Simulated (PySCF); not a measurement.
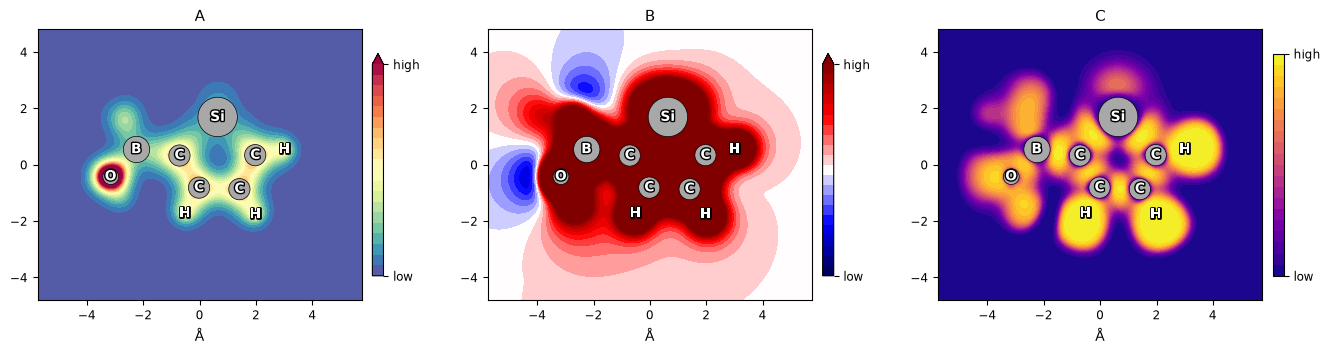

C₄H₇BO₂Si (SMILES OB(O)C1=CC=C[SiH2]1): 3 fields on the plane of atoms C5, C6 and H12, with unlabelled colour scales. Grey discs cover the atomic cores.

Geometry: GFN2-xTB, MD frame at 250 fs, 300 K.

These are results of PBE0/pcSseg-1, SCF density, gas phase, non-relativistic (PySCF), not measurements.

```
atom    x (Å)    y (Å)    z (Å)
   O   2.3849   1.0075   0.4894
   B   1.5807   0.0694  -0.1096
   O   2.1332  -0.8276  -0.9030
   C   0.0436   0.0734   0.0495
   C  -0.7731   1.0817   0.3616
   C  -2.2022   0.9784   0.3454
   C  -2.6261  -0.2482   0.0474
  Si  -1.1508  -1.4097  -0.2477
   H   1.9034   1.7172   0.9366
   H   3.0985  -0.7550  -1.0725
   H  -0.3822   2.0615   0.4732
   H  -2.8686   1.7825   0.5605
   H  -3.6382  -0.5520  -0.0728
   H  -1.2208  -2.2793   0.8800
   H  -1.0590  -2.1037  -1.5401
```

The panels show electron density, electron localisation function and electrostatic potential in some order. Assign them.

Answer. Panel A: electron density. Panel B: electrostatic potential (strongly positive close to the atoms, with negative regions outside electron-rich atoms). Panel C: electron localisation function. From the grid: C–C (1.33 Å): ρ at the midpoint is about 2.3 e/Å³; the ELF peaks at about 0.95 between the atoms; a short, multiple covalent bond. C–B (1.55 Å): ρ is about 1.5 e/Å³ halfway; the ELF peaks at about 1 between the atoms: localised, covalent bonding.
